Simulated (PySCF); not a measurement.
## Geometry relaxation, with input and output: BSi2H7O4 (part 1 of 2)

- system: BSi2H7O4, SMILES OB(O)O[SiH2]O[SiH3]
- method: PBE0-D3(BJ)/def2-SVP geometry optimisation, gas phase (PySCF 2.14.0)

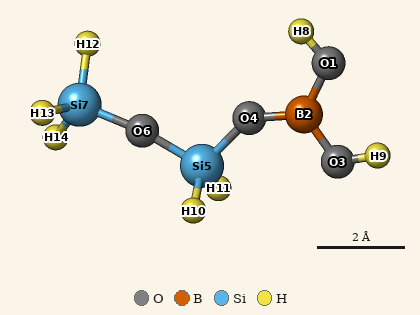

**Figure 1.** The starting structure (ball-and-stick view, seen at a tilt; atoms are numbered from 1 in the order of the input).

Input:
```
{"job": {"xc": "PBE0", "basis": "def2-SVP", "d3": "d3bj", "grid": 2, "kind": "geom", "shake": 0.01}, "charge": 0, "multiplicity": 1}
O      2.969748     0.002560    -1.363422
B      2.294554    -0.072981    -0.176797
O      3.006205    -0.234368     0.950487
O      0.991094    -0.001018    -0.122459
Si    -0.225983    -0.071573     0.971409
O     -1.575322     0.112465     0.114123
Si    -3.046645     0.151050    -0.519457
H      2.389939     0.148387    -2.128135
H      3.969796    -0.257836     0.826157
H     -0.134905     1.073674     1.896034
H     -0.260161    -1.381512     1.624598
H     -2.938967    -0.339696    -1.885219
H     -3.519345     1.558520    -0.481884
H     -3.926486    -0.702279     0.308975
```

The first line tells a small driver script what to run in PySCF; the rest is the geometry in Å.

Launched with:
```bash
OMP_NUM_THREADS=1 python <driver script> task.json out
```

What the program printed:
```
step   0  E = -908.18876677  max force = 0.045286
step   1  E = -908.19702791  max force = 0.005543
step   2  E = -908.19728908  max force = 0.002704
step   3  E = -908.19735177  max force = 0.002769
step   4  E = -908.19744215  max force = 0.002661
step   5  E = -908.19751708  max force = 0.001389
step   6  E = -908.19753428  max force = 0.000552
step   7  E = -908.19754285  max force = 0.000926
step   8  E = -908.19755265  max force = 0.001313
step   9  E = -908.19758890  max force = 0.002774
step  10  E = -908.19768561  max force = 0.006818
step  11  E = -908.19786182  max force = 0.005685
step  12  E = -908.19841236  max force = 0.002816
step  13  E = -908.19763709  max force = 0.005264
step  14  E = -908.19837862  max force = 0.002142
step  15  E = -908.19847308  max force = 0.001775
step  16  E = -908.19848808  max force = 0.001432
step  17  E = -908.19850375  max force = 0.000210
step  18  E = -908.19850582  max force = 0.000186
optimisation converged
```

Trajectory as extended XYZ (Å, eV, eV/Å), 19 frames, from step=0 to step=18:
```
14
Properties=species:S:1:pos:R:3:forces:R:3 step=0 energy=-24713.07511
O     2.9697    0.0026   -1.3634   -0.1308   0.1397  -0.6042
B     2.2946   -0.0730   -0.1768    2.3287  -0.0912  -0.8502
O     3.0062   -0.2344    0.9505    1.0499  -0.1409   1.0556
O     0.9911   -0.0010   -0.1225   -2.1969   0.1414  -0.3752
Si   -0.2260   -0.0716    0.9714    0.2484   0.2585   0.3967
O    -1.5753    0.1125    0.1141    0.6579   0.0099   0.2254
Si   -3.0467    0.1510   -0.5195   -1.0080   0.3335   0.0217
H     2.3899    0.1484   -2.1281    0.2191  -0.1033   0.4735
H     3.9698   -0.2578    0.8262   -0.6286   0.0151  -0.0880
H    -0.1349    1.0737    1.8960    0.1352   0.0847   0.2808
H    -0.2602   -1.3815    1.6246    0.0959  -0.3656   0.2918
H    -2.9390   -0.3397   -1.8852   -0.2071  -0.2245  -0.7226
H    -3.5194    1.5585   -0.4819   -0.2293   0.1038  -0.1102
H    -3.9265   -0.7023    0.3090   -0.3345  -0.1612   0.0047
14
Properties=species:S:1:pos:R:3:forces:R:3 step=1 energy=-24713.29991
O     3.0841   -0.0288   -1.3388    0.1615  -0.0205   0.0987
B     2.3711   -0.1153   -0.1826   -0.1003  -0.0174   0.2850
O     3.0145   -0.2888    1.0086   -0.2438   0.0292  -0.1447
O     1.0085   -0.0282   -0.2015   -0.1332   0.0271  -0.0524
Si   -0.2096   -0.0850    0.9289    0.1111  -0.0838   0.0018
O    -1.6212    0.0749    0.1089   -0.0210   0.0291   0.0151
Si   -3.1268    0.1194   -0.5632   -0.0858  -0.0374  -0.0140
H     2.5063    0.0982   -2.0931   -0.1057   0.0201  -0.1560
H     3.9631   -0.3299    0.8822    0.2576  -0.0197   0.0184
H    -0.0582    1.0339    1.9004   -0.0306   0.0099  -0.0799
H    -0.1919   -1.4014    1.6288   -0.0101   0.0362  -0.0542
H    -3.0918   -0.3667   -1.9755    0.0863   0.0085   0.0297
H    -3.6559    1.5171   -0.5591    0.0527  -0.0211   0.0400
H    -4.0640   -0.7576    0.2062    0.0614   0.0397   0.0124
14
Properties=species:S:1:pos:R:3:forces:R:3 step=2 energy=-24713.30701
O     3.0935   -0.0302   -1.3294   -0.0270   0.0136  -0.0657
B     2.3603   -0.1121   -0.1837    0.0472  -0.0318   0.1390
O     2.9971   -0.2830    1.0092   -0.0257   0.0075  -0.0133
O     0.9983   -0.0276   -0.2191    0.0043   0.0180  -0.1111
Si   -0.2097   -0.0895    0.9166    0.0157  -0.0191   0.0446
O    -1.6247    0.0727    0.1080    0.0073   0.0033   0.0315
Si   -3.1313    0.1185   -0.5554   -0.0090  -0.0153  -0.0269
H     2.5280    0.0914   -2.0984    0.0085  -0.0032   0.0029
H     3.9524   -0.3265    0.8978   -0.0381   0.0008   0.0047
H    -0.0629    1.0364    1.8764    0.0025   0.0198  -0.0125
H    -0.1885   -1.4047    1.6118    0.0037  -0.0067  -0.0131
H    -3.0793   -0.3649   -1.9664    0.0142   0.0045   0.0006
H    -3.6471    1.5187   -0.5389   -0.0033   0.0022   0.0114
H    -4.0580   -0.7573    0.2218   -0.0004   0.0063   0.0078
14
Properties=species:S:1:pos:R:3:forces:R:3 step=3 energy=-24713.30872
O     3.0991   -0.0316   -1.3304    0.0144  -0.0056   0.0253
B     2.3574   -0.1119   -0.1882   -0.0365   0.0032  -0.0265
O     2.9626   -0.2792    1.0199    0.1422  -0.0042  -0.0389
O     0.9970   -0.0254   -0.2451   -0.0404   0.0154  -0.1424
Si   -0.2006   -0.0898    0.8999   -0.0096   0.0114   0.0714
O    -1.6226    0.0725    0.1066    0.0016  -0.0061   0.0303
Si   -3.1326    0.1171   -0.5467    0.0313   0.0026  -0.0208
H     2.5396    0.0863   -2.1057    0.0269  -0.0104   0.0771
H     3.9214   -0.3268    0.9368   -0.0743   0.0028   0.0134
H    -0.0492    1.0411    1.8524    0.0106   0.0093   0.0154
H    -0.1708   -1.4062    1.5904    0.0030  -0.0167   0.0119
H    -3.0765   -0.3617   -1.9584   -0.0231   0.0020  -0.0107
H    -3.6459    1.5175   -0.5183   -0.0238   0.0066  -0.0050
H    -4.0506   -0.7601    0.2371   -0.0223  -0.0103  -0.0005
14
Properties=species:S:1:pos:R:3:forces:R:3 step=4 energy=-24713.31118
O     3.1188   -0.0365   -1.3186   -0.0267  -0.0056   0.0127
B     2.3521   -0.1115   -0.1927    0.0251   0.0081  -0.0517
O     2.9410   -0.2780    1.0227    0.0631  -0.0114   0.0497
O     0.9927   -0.0201   -0.2718    0.0092   0.0122  -0.1368
Si   -0.1951   -0.0860    0.8850   -0.0223   0.0118   0.0847
O    -1.6257    0.0744    0.1071   -0.0080  -0.0030   0.0223
Si   -3.1399    0.1157   -0.5375    0.0318   0.0116  -0.0097
H     2.5748    0.0803   -2.1041    0.0139  -0.0032   0.0278
H     3.8999   -0.3298    0.9552   -0.0363   0.0030  -0.0035
H    -0.0352    1.0471    1.8345    0.0080  -0.0073   0.0120
H    -0.1554   -1.4045    1.5716    0.0005  -0.0046   0.0174
H    -3.0889   -0.3573   -1.9514   -0.0273   0.0010  -0.0078
H    -3.6596    1.5140   -0.4995   -0.0166   0.0010  -0.0094
H    -4.0513   -0.7659    0.2500   -0.0144  -0.0134  -0.0075
14
Properties=species:S:1:pos:R:3:forces:R:3 step=5 energy=-24713.31322
O     3.1418   -0.0464   -1.3068   -0.0289   0.0024   0.0064
B     2.3443   -0.1097   -0.2026    0.0411  -0.0131  -0.0530
O     2.9034   -0.2797    1.0269   -0.0187  -0.0019   0.0714
O     0.9868   -0.0080   -0.3149    0.0226   0.0124  -0.0496
Si   -0.1830   -0.0762    0.8662   -0.0100  -0.0089   0.0358
O    -1.6275    0.0800    0.1128   -0.0308   0.0105   0.0109
Si   -3.1467    0.1137   -0.5231    0.0185   0.0085   0.0060
H     2.6191    0.0720   -2.1056   -0.0001   0.0025  -0.0156
H     3.8621   -0.3414    0.9846    0.0105   0.0014  -0.0127
H    -0.0073    1.0567    1.8135    0.0013  -0.0114   0.0031
H    -0.1275   -1.3967    1.5492   -0.0022   0.0113   0.0145
H    -3.1066   -0.3488   -1.9411   -0.0106   0.0000  -0.0013
H    -3.6826    1.5059   -0.4725    0.0034  -0.0012  -0.0064
H    -4.0483   -0.7794    0.2640    0.0037  -0.0122  -0.0097
14
Properties=species:S:1:pos:R:3:forces:R:3 step=6 energy=-24713.31369
O     3.1423   -0.0502   -1.3089   -0.0113  -0.0050   0.0025
B     2.3405   -0.1119   -0.2084    0.0165   0.0103  -0.0212
O     2.8925   -0.2807    1.0254   -0.0231  -0.0052   0.0284
O     0.9833   -0.0049   -0.3264    0.0096  -0.0026   0.0037
Si   -0.1786   -0.0727    0.8659    0.0027  -0.0118  -0.0116
O    -1.6275    0.0833    0.1203   -0.0259   0.0140   0.0200
Si   -3.1457    0.1138   -0.5184    0.0091   0.0003   0.0014
H     2.6237    0.0701   -2.1101   -0.0025   0.0015  -0.0147
H     3.8512   -0.3445    0.9876    0.0141  -0.0001  -0.0071
H     0.0040    1.0588    1.8131    0.0001  -0.0034  -0.0018
H    -0.1193   -1.3923    1.5505   -0.0009   0.0087   0.0076
H    -3.1054   -0.3448   -1.9378   -0.0009   0.0008  -0.0001
H    -3.6872    1.5037   -0.4659    0.0061  -0.0007  -0.0012
H    -4.0455   -0.7859    0.2635    0.0063  -0.0070  -0.0058
14
Properties=species:S:1:pos:R:3:forces:R:3 step=7 energy=-24713.31392
O     3.1354   -0.0543   -1.3166    0.0072   0.0023  -0.0005
B     2.3362   -0.1119   -0.2146   -0.0149  -0.0117   0.0062
O     2.8874   -0.2852    1.0200   -0.0073   0.0058  -0.0173
O     0.9789   -0.0004   -0.3303   -0.0032  -0.0015   0.0406
Si   -0.1754   -0.0678    0.8715    0.0128  -0.0094  -0.0476
O    -1.6280    0.0882    0.1324   -0.0119   0.0146   0.0354
Si   -3.1424    0.1136   -0.5143    0.0009  -0.0081  -0.0120
H     2.6166    0.0694   -2.1173   -0.0022  -0.0005  -0.0036
H     3.8460   -0.3532    0.9805    0.0069  -0.0006   0.0010
H     0.0126    1.0629    1.8182    0.0003   0.0059  -0.0056
H    -0.1128   -1.3854    1.5591    0.0002   0.0019  -0.0003
H    -3.0950   -0.3407   -1.9350    0.0046   0.0024   0.0003
H    -3.6897    1.5012   -0.4618    0.0027  -0.0002   0.0039
H    -4.0415   -0.7945    0.2586    0.0040  -0.0010  -0.0006
14
Properties=species:S:1:pos:R:3:forces:R:3 step=8 energy=-24713.31419
O     3.1221   -0.0602   -1.3300    0.0204  -0.0025  -0.0086
B     2.3295   -0.1158   -0.2236   -0.0333   0.0066   0.0329
O     2.8856   -0.2904    1.0095    0.0122   0.0022  -0.0554
O     0.9720    0.0028   -0.3312   -0.0112  -0.0135   0.0600
Si   -0.1721   -0.0618    0.8818    0.0170  -0.0034  -0.0675
O    -1.6297    0.0959    0.1528    0.0025   0.0148   0.0518
Si   -3.1374    0.1142   -0.5083   -0.0049  -0.0153  -0.0289
H     2.6001    0.0674   -2.1282   -0.0005  -0.0032   0.0101
H     3.8441   -0.3615    0.9643   -0.0069  -0.0010   0.0079
H     0.0246    1.0686    1.8264    0.0010   0.0136  -0.0088
H    -0.1065   -1.3770    1.5731    0.0011  -0.0065  -0.0069
H    -3.0751   -0.3336   -1.9308    0.0070   0.0041   0.0005
H    -3.6923    1.4985   -0.4559   -0.0037   0.0000   0.0082
H    -4.0367   -0.8052    0.2505   -0.0008   0.0043   0.0047
14
Properties=species:S:1:pos:R:3:forces:R:3 step=9 energy=-24713.31517
O     3.0687   -0.0857   -1.3817    0.0535  -0.0012  -0.0267
B     2.3024   -0.1277   -0.2574   -0.0711   0.0111   0.0926
O     2.8801   -0.3141    0.9658    0.0563   0.0061  -0.1426
O     0.9451    0.0179   -0.3324   -0.0259  -0.0295   0.1017
Si   -0.1593   -0.0351    0.9201    0.0257   0.0055  -0.0995
O    -1.6372    0.1292    0.2347    0.0327   0.0213   0.0913
Si   -3.1170    0.1162   -0.4839   -0.0204  -0.0311  -0.0779
H     2.5334    0.0562   -2.1692    0.0026  -0.0096   0.0396
H     3.8366   -0.4023    0.8979   -0.0382  -0.0011   0.0255
H     0.0706    1.0961    1.8552    0.0040   0.0322  -0.0182
H    -0.0804   -1.3431    1.6222    0.0026  -0.0267  -0.0240
H    -2.9930   -0.3029   -1.9118    0.0126   0.0075   0.0028
H    -3.7083    1.4846   -0.4298   -0.0207  -0.0006   0.0181
H    -4.0135   -0.8474    0.2206   -0.0137   0.0162   0.0173
14
Properties=species:S:1:pos:R:3:forces:R:3 step=10 energy=-24713.31781
O     2.8675   -0.1736   -1.5447    0.1183  -0.0100  -0.0869
B     2.1946   -0.1707   -0.3637   -0.1110   0.0631   0.2389
O     2.8494   -0.3904    0.8189    0.1306  -0.0042  -0.3506
O     0.8478    0.0640   -0.3274   -0.0621  -0.0578   0.2160
Si   -0.1227    0.0540    1.0387    0.1018   0.0003  -0.0998
O    -1.6580    0.2446    0.5033    0.0803   0.0368   0.1691
Si   -3.0224    0.1241   -0.4032   -0.1124  -0.0441  -0.2360
H     2.2880    0.0102   -2.2922    0.0167  -0.0245   0.1059
H     3.7921   -0.5348    0.6741   -0.1029   0.0059   0.0733
H     0.2129    1.1854    1.9381    0.0207   0.0832  -0.0520
H    -0.0005   -1.2347    1.7673    0.0044  -0.0773  -0.0663
H    -2.6930   -0.1797   -1.8297    0.0299   0.0082   0.0199
H    -3.7504    1.4231   -0.3515   -0.0631  -0.0078   0.0339
H    -3.8770   -0.9796    0.1226   -0.0513   0.0281   0.0346
```
